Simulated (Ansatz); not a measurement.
Consider C$_{3}$H$_{3}$Cl (SMILES ClC1C=C1).

```xyz
7

Cl   -2.0348   -0.5032   -0.5359
C    -0.3376    0.0937   -0.5716
C     0.2973    0.5565    0.6640
C     0.6915   -0.5921    0.2125
H    -0.1620    0.5371   -1.5462
H     0.3215    1.3246    1.4181
H     1.2852   -1.4846    0.3135
```

Geometry: PBE0-D4/def2-TZVP.

Method: RKS PBE0-D4/def2-TZVPP (Ansatz 0.2.0).

**What will maps of the electron density and electron localisation function show?**

C–C (1.30 Å): ρ is about 2.4 e/Å³ halfway; the ELF peaks at about 0.85 between the atoms; a multiple bond.
C–H (1.08 Å): ρ is about 2.1 e/Å³ halfway; the ELF climbs to about 1 towards the hydrogen, as it does in any bond to H; a covalent bond by its length.
C–C (1.46 Å): ρ is about 1.7 e/Å³ halfway; the ELF peaks at about 0.85 between the atoms (localised, covalent bonding).

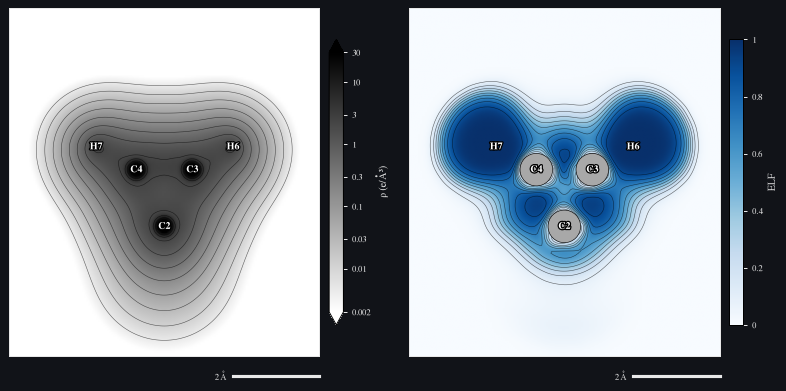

Computed electron density and electron localisation function on the plane of atoms C2, C4 and C3, in this order. Grey discs cover the atomic cores in the ELF map. 
